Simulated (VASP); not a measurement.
Input:

```xyz
2
Lattice="1.5128 0.8734 5.4491 -1.5128 0.8734 5.4491 0.0000 -1.7469 5.4491" Properties=species:S:1:pos:R:3 pbc="T T T"
Mg     0.0000     0.0000     0.0000
Zr     0.0000     0.0000     8.1736
```

Method: PBEsol GGA, VASP's PBE PAW potentials (set 64) (plane waves; VASP). Run with 400 eV cut-off, 16×16×16 Γ-centred mesh, tetrahedra with Blöchl corrections, potentials Mg Zr_sv.

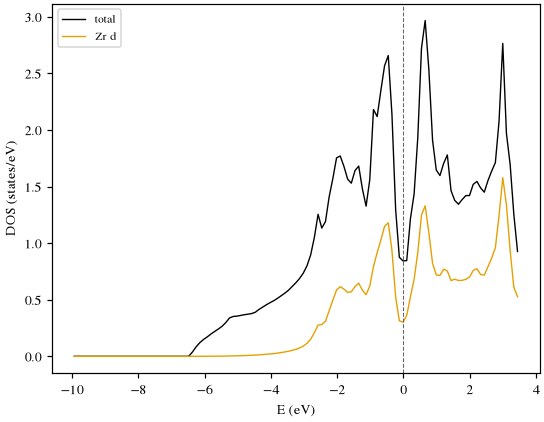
Total and projected density of states, zero at the Fermi level

Within 2 eV below the Fermi level the largest weight inside VASP's projection spheres is Zr d.

It has no gap at this level: it comes out as a metal or semimetal.

The structure comes from a computed database's MgZr entry (R-3m); how it stands against other phases isn't given here. It was relaxed first.
